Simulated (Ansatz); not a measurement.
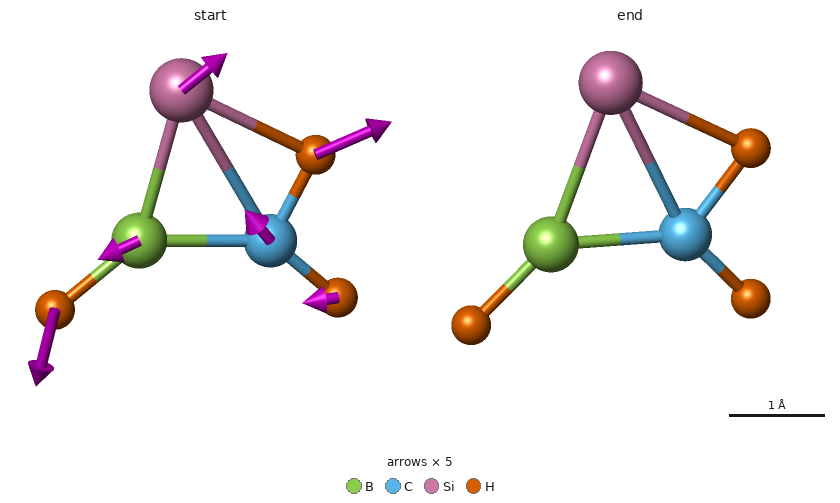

The structure of CH₃BSi before (left) and after (right) a relaxation, at one scale. The purple arrows give the displacements, 5 times their true length.

Style: ball-and-stick. Shown at a tilt.

It is one of the separated reactants of a reaction.

Computed with RKS PBE-D4/def2-SVP (Ansatz). Set-up: force threshold 0.03 eV/Å; at most 250 steps.

What changed between the two?

The atom that moves furthest after the best rigid fit is an H atom (0.18 Å). Largest moves by element: H 0.18 Å, Si 0.13 Å, C 0.10 Å, B 0.10 Å. Near-neighbour distances that change, for instance: B–Si 1.754 → 1.914 Å, C–H 1.060 → 1.162 Å, C–Si 2.120 → 2.046 Å, H–Si 1.746 → 1.812 Å. Bond angles that change, for instance: B–C–H 110.2° → 125.2°, Si–B–H 141.9° → 153.5°, C–H–Si 95.0° → 83.9°. After 5 geometry steps the energy has fallen by 0.781 eV. Largest force component: 3.1 eV/Å at the start, 0.011 eV/Å at the end.
